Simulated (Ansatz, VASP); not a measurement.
# HfB2W: VASP beside Ansatz

Aim: how closely do two programs agree when they are given the same cell, functional and k mesh? The cell is invented: As first built, before any earlier steps moved the atoms: it takes the HfB structure with some of its atoms replaced by other elements, volume scaled by an estimate. It may not be a known or stable phase. The cell is taken from a series of runs on this material, whose earlier steps may have relaxed or scaled it; both programs get it as it stands.

Calculated with Ansatz 0.2.0; plane waves, with VASP 6.6.1 beside it; electric field gradients at r2SCAN.

### 1. The structure

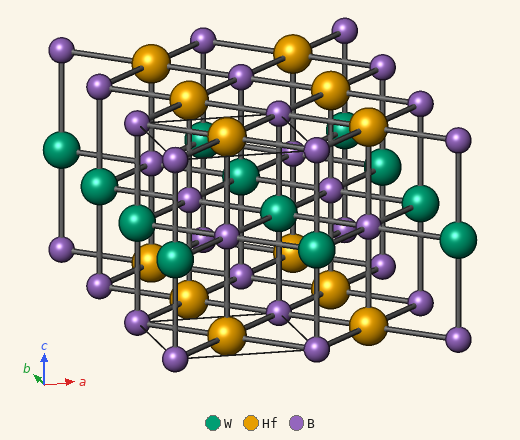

The cell as given, slightly off an axis (tungsten teal, hafnium orange, boron purple). 2×3×1 cells are drawn. Some periodic images of atoms are drawn too.

### 2. Ansatz: electric field gradients, r2SCAN

Ansatz runs on its default PAW (the set named soft_2) files.

Field gradients test the density near the nuclei, where the PAW reconstruction matters most.

File input.yaml:

```yaml
crystal:
  lattice:
    - [3.251457601, 0.0, 0.0]
    - [0.0, 3.251457601, 0.0]
    - [0.0, 0.0, 4.5725127342]
  atoms:
    - { symbol: W, position: [0.0, 0.0, 0.5] }
    - { symbol: Hf, position: [0.5, 0.5, 0.0] }
    - { symbol: B, position: [0.5, 0.5, 0.5] }
    - { symbol: B, position: [0.0, 0.0, 0.0] }
hamiltonian:
  xc: r2scan
  pseudopotentials: { kind: paw }
kpoints:
  mp_grid: { grid: [8, 8, 6] }
scf:
  occupations: { method: fermi_dirac, width: 0.05 }
  n_extra_bands: 5
output:
  forces: true
  stress: true
  eigenvalues: true
  efg: {}
```

Started as:

```sh
$ ansatz run input.yaml --threads 2 --pin off --max-ram 4608MiB --backend cpu --events-out ev --progress --plain --runs-dir out
```

Numbers of over 12 decimals in the logs are rounded to 6 here.

What it wrote:

```text
scf.n_extra_bands = 5 over 23 filled bands (N_el = 46.0): the run solves 28 bands
Hf, W: output.efg is read without spin–orbit coupling, which moves field gradients at and beside such atoms by some per cent and up to a factor of two; PAW files take it under magnetization.noncollinear and magnetization.spin_orbit
Engine: ansatz 0.2.0, aarch64-unknown-linux-gnu
Pseudopotentials: kind: paw
Pseudopotential: W, paw, valence charge 14, recommended cutoff 500 eV (meta_gga), W.paw.azcp
Pseudopotential: Hf, paw, valence charge 26, recommended cutoff 500 eV (meta_gga), Hf.paw.azcp
Pseudopotential: B, paw, valence charge 3, recommended cutoff 500 eV (meta_gga), B.paw.azcp
Functional definition: r2SCAN
  parameter k0 = 0.174
  parameter k1 = 0.065
  parameter a1 = 4.9479
  exchange = r2scan_x(k0 = k0, k1 = k1, a1 = a1)
  correlation = r2scan_c
Crystal: 4 atoms, lattice volume = 48.340 Å³
Basis set: ecut = 500 eV, 1229 PW (Γ), exchange–correlation on 96×96×144 points (64 copies of the dense FFT grid, shifted against one another)
Bands: 28, of which v1, the nominal top of the filled ones, is band 23 counted from 1 (22 counted from 0)
Symmetry: 16 space group operations
Space group: P4/mmm (ITA 123), of the structure as read, at distance tolerance 3.6e-5 Å
k-points: 60 of 384
Non-local potential: W, projectors of the file, l = 0: 3, l = 1: 2, l = 2: 2, l = 3: 1
Non-local potential: Hf, projectors of the file, l = 0: 3, l = 1: 2, l = 2: 2, l = 3: 3
Non-local potential: B, projectors of the file, l = 0: 2, l = 1: 2, l = 2: 1
PAW form: soft (Blöchl's): semilocal exchange-correlation on the pseudo side does not see the compensation charge
PAW frozen core: W, regenerated for the run's functional (the file was generated under x = pbe(κ = 0.804, μ = 0.219515), c = pbe(β = 0.066725))
PAW frozen core: Hf, regenerated for the run's functional (the file was generated under x = pbe(κ = 0.804, μ = 0.219515), c = pbe(β = 0.066725))
PAW frozen core: B, regenerated for the run's functional (the file was generated under x = pbe(κ = 0.804, μ = 0.219515), c = pbe(β = 0.066725))
PAW one-centre angular grid: W, 590 points (default); XC on 160 Gauss nodes
PAW one-centre angular grid: Hf, 974 points (default); XC on 160 Gauss nodes
PAW one-centre angular grid: B, 302 points (default); XC on 160 Gauss nodes
Initial density: superposition of atomic densities (neutral atoms: chi_scale 0, normalization atom), corrected by the library's trained network
Initial wavefunctions: pseudopotential atomic-orbital guess
Functional: x = r2scan, c = r2scan; τ floored in thin density (d = 2e-4 eV/Å³)
SCF iter   1: F=—  HF=-26445.226017 eV  |F-HF|=—  |Δ(HF+E_count)|=         —  Δρ=9.46e-3  dr2=4.49e-2  dr2_τ=2.70e-1  ethr=1.77e-3  ⟨swp⟩=5.8  Hψ=7355  notcnv=0
preconditioner: auto → Kerker (q_TF=auto, 2.706 Å⁻¹)  [metal: Δε(μ)=0.058 eV  Ē_g=14.544 eV  σ=0.050 eV  W_gap=0.28  n_scr=14 (ndim 8)  ℏωp=32.0 eV  f_vac=0.000  D(μ)=0.68/eV (n_scr^D=2)]
SCF iter   2: F=—  HF=-26445.296938 eV  |F-HF|=—  |Δ(HF+E_count)|=   7.09e-2  Δρ=6.36e-3  dr2=1.61e-2  dr2_τ=1.54e-3  ethr=9.77e-5  ⟨swp⟩=2.1  Hψ=3766  notcnv=0  defer=20
SCF iter   3: F=—  HF=-26445.296499 eV  |F-HF|=—  |Δ(HF+E_count)|=   4.39e-4  Δρ=4.31e-3  dr2=6.97e-3  dr2_τ=2.28e-4  ethr=3.49e-5  ⟨swp⟩=2.0  Hψ=2323  notcnv=0  defer=20
SCF iter   4: F=—  HF=-26445.297474 eV  |F-HF|=—  |Δ(HF+E_count)|=   9.75e-4  Δρ=1.77e-3  dr2=1.54e-3  dr2_τ=5.55e-5  ethr=1.52e-5  ⟨swp⟩=2.3  Hψ=2107  notcnv=0  defer=20
SCF iter   5: F=—  HF=-26445.297584 eV  |F-HF|=—  |Δ(HF+E_count)|=   1.10e-4  Δρ=3.50e-4  dr2=6.69e-5  dr2_τ=4.19e-6  ethr=3.35e-6  ⟨swp⟩=2.0  Hψ=2083  notcnv=0  defer=20
SCF iter   6: F=—  HF=-26445.297598 eV  |F-HF|=—  |Δ(HF+E_count)|=   1.39e-5  Δρ=1.01e-4  dr2=6.37e-6  dr2_τ=3.37e-7  ethr=1.45e-7  ⟨swp⟩=2.0  Hψ=2206  notcnv=0  defer=20
SCF iter   7: F=—  HF=-26445.297600 eV  |F-HF|=—  |Δ(HF+E_count)|=   2.34e-6  Δρ=2.45e-5  dr2=2.77e-7  dr2_τ=5.37e-8  ethr=1.39e-8  ⟨swp⟩=2.1  Hψ=2722  notcnv=0  defer=20
SCF iter   8: F=-26445.297600 eV  HF=-26445.297600 eV  |F-HF|=5.95e-9  |Δ(HF+E_count)|=   1.06e-8  Δρ=7.23e-6  dr2=1.82e-8  dr2_τ=6.95e-10  ethr=2.17e-10  ⟨swp⟩=7.4  Hψ=7762  notcnv=0
SCF 1 converged in 8 iterations: F = -26445.297600 eV  dr2 = 1.82e-8
  greatest PAW one-centre occupation: 0.999 electrons in one spin orbital (limit 2), on the W atom at site 0 (counted from 0), in its partial waves of l = 0
SCF converged after 8 iterations
Free energy (F): -26445.297600 eV
Harris-Foulkes:  -26445.297600 eV  (|F-HF|=5.95e-9)
Internal energy: -26445.292240 eV  (E = F + TS)
E sigma→0 (E₀):  -26445.294920 eV
Entropy (-TS):   -0.005359 eV (-1.340 meV/atom)
Fermi energy:    19.311203 eV
--- Per-component energies (eV) ---
  E_band       = -40.686759
  E_kinetic    = 974.145508
  E_local      = -6221.615214  (includes V_loc(G=0)·N_el)
  E_nonlocal   = -1223.003785
  E_hartree    = 2878.798365
  E_xc         = -596.858110
  E_vxc        = -638.043986  (∫ρ·V_xc dr)
  E_paw        = -15707.056414  (= ΣΔE_a)
  E_vpaw       = 1278.473374  (= ΣTr[D̂ρ^β])
  E_aug_tail   = -0.000053  (compensation charges beyond the density's cutoff)
  E_vtau       = 31.755785  (kinetic-family band-sum trace: ∫τ·v_τ [+ j·A + Jᵃ·Aᵃ] dr)
  E_ewald      = -6549.399227
  E_core_change = -0.303311  (= ΣΔE_core)
  E_smearing   = -0.005359  (= −TS)
  E_closure    = -0.000000  (closes the sum)
  Σ components = -26445.297600   (vs F -26445.297600, Δ=0.00e0)
--- Forces (eV/Å), atoms counted from 1 ---
  atom   1  W     -0.00000000     0.00000000     0.00000000
  atom   2  Hf     0.00000000     0.00000000     0.00000000
  atom   3  B      0.00000000    -0.00000000     0.00000000
  atom   4  B     -0.00000000    -0.00000000     0.00000000
  max |Σ_I F_I| component: 1.26e-29 eV/Å
--- Stress (GPa, compression-positive) ---
        0.585757       0.000000       0.000000
        0.000000       0.585757       0.000000
        0.000000       0.000000       0.477396
  P = ⅓ Tr σ = 0.5496 GPa (5.496 kbar)
--- PAW observables at the nuclei: V_zz in 10²¹ V/m², potentials from the cell's mean, atoms counted from 1 ---
  atom   1  W  V_zz =   -19.330462   η = 0.0000   by run symmetry: allowed
            electrostatic potential = -14813.570085 V   contact ρ = none
  atom   2  Hf V_zz =    +0.598160   η = 0.0000   by run symmetry: allowed
            electrostatic potential = -14187.073769 V   contact ρ = none
  atom   3  B  V_zz =    -0.296511   η = 0.0000   by run symmetry: allowed
            electrostatic potential = -337.695372 V   contact ρ = none
  atom   4  B  V_zz =    -0.167048   η = 0.0000   by run symmetry: allowed
            electrostatic potential = -338.584881 V   contact ρ = none
--- Band table (eV; the first three rows and the last of 60) ---
  k-point 0: bands = [... 19 lower, 18.7686, 18.7686, 19.6662, 19.6826, 20.2003, 20.2003, 20.7152, 22.4109, ... 1 higher]
  k-point 1: bands = [... 19 lower, 18.6585, 18.6585, 19.0443, 19.4217, 19.7012, 19.9607, 19.9607, 22.8020, ... 1 higher]
  k-point 2: bands = [... 19 lower, 17.1108, 18.4999, 18.4999, 18.8804, 19.5265, 19.5265, 19.7746, 23.6162, ... 1 higher]
  k-point 59: bands = [... 19 lower, 15.7943, 15.8948, 15.8948, 16.7011, 22.2014, 22.4749, 22.4749, 23.1446, ... 1 higher]
```

Reading the cycles: dr2 is the Hartree energy of the density residual (eV), the measure of convergence; HF is the Harris–Foulkes estimate of the energy, which meets the free energy F at convergence.

The run ends at a pressure of 0.55 GPa.

(Continued in part 2 of 2.)

[Lines on the potential files, build, host, timing and source positions are cut from VASP's logs without a mark.]

[Logs are printed without paths, hosts, clocks, repeated set-up lines and the standing remarks that a program may print on its own settings, such as how far it seeks lower states.]

[Hosts, paths, dates, database ids (printed as entryN), source tags and the programs' standing remarks are cut or masked in the printed files.]
